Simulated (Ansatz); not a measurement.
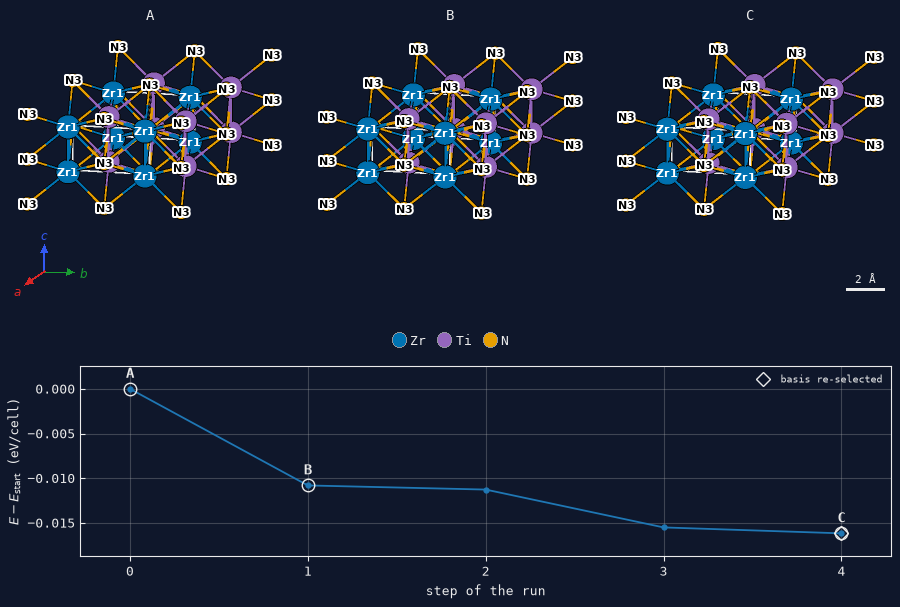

Frames of a relaxation of a crystal of ZrTiN (a generated structure, set up in P-6m2) (coarse preliminary run), marked on the history of the run. Style: ball-and-stick. Shown: the cell of the calculation, repeated 2 × 2 × 2 with one cell outlined, from a free direction.

The calculation used DFT PBE, scalar-relativistic, plane waves, PAW (Ansatz 0.2.0). (plane-wave cutoff 420 eV; k-point mesh 6 × 6 × 6; occupations gaussian; smearing width 0.1 eV; no spin polarisation; cell and atoms relaxed; force threshold 0.04 eV/Å; at most 70 steps)

**Describe the path.**

After 3 accepted moves (4 points after the start) the energy has fallen by 16.2 meV per cell of the calculation. All forces vanish by symmetry, so only the cell relaxes. The pressure goes from 0.39 to −0.07 GPa. At 1 point the geometry stayed and the basis and grid were re-selected for the new cell (energy shift of 0.7 meV per cell of the calculation at most each time). The atoms keep their places relative to the cell (all moves are under 0.005 Å). The drawn cell changes as follows: a = b 4.158 → 4.221 Å (+1.5 %), c 2.866 → 2.803 Å (−2.2 %); the volume changes by +0.8 %. Near-neighbour distances that change, for instance: Zr–Zr 2.866 → 2.803 Å, Ti–Ti 2.866 → 2.803 Å, Ti–Zr 2.400 → 2.437 Å, N–Ti 2.796 → 2.811 Å. The space group stays P-6m2 (No. 187). The run took 35 s on 1 thread of Intel(R) Xeon(R) Processor @ 2.50GHz (Skylake/Cascade Lake), with other jobs on the host, peak memory 0.38 GiB. From step 0 to 1: volume −1.4 %, energy −10.8 meV per cell of the calculation. From step 1 to 4: volume +2.2 %, energy −5.4 meV per cell of the calculation.
